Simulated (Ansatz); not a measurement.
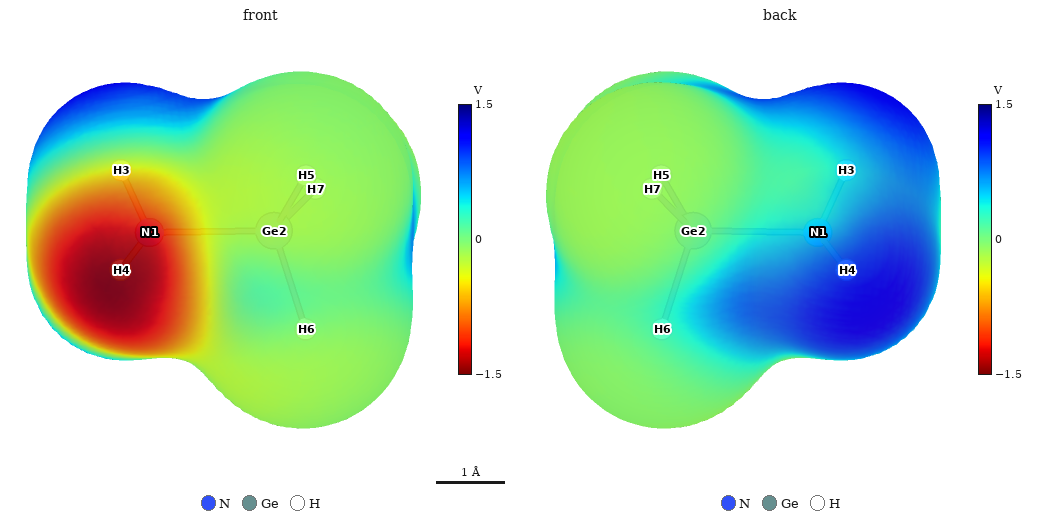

*GeH5N (SMILES [NH2][GeH3]). The electrostatic potential painted on the density surface at 0.001 e/bohr³, seen from the front and from behind; red is negative and blue positive.*

Method: RKS B3LYP/def2-SVP in Ansatz 0.2.0.

```yaml
atoms:
  - { symbol: N, position_ang: [0.0235, -1.1718, 0.0626] }
  - { symbol: Ge, position_ang: [0.1327, 0.6692, -0.0932] }
  - { symbol: H, position_ang: [-0.2028, -1.4899, 1.0044] }
  - { symbol: H, position_ang: [-0.6411, -1.6010, -0.5805] }
  - { symbol: H, position_ang: [1.2195, 1.1393, 0.8940] }
  - { symbol: H, position_ang: [0.5442, 0.9674, -1.5487] }
  - { symbol: H, position_ang: [-1.1813, 1.4390, 0.2182] }
```

Q: Describe the electrostatic potential map.

A: The most negative region (about −1.4 V) lies over N1, the most positive (about +1.1 V) over H3 and H4. N1 is the likeliest acceptor of a hydrogen bond.
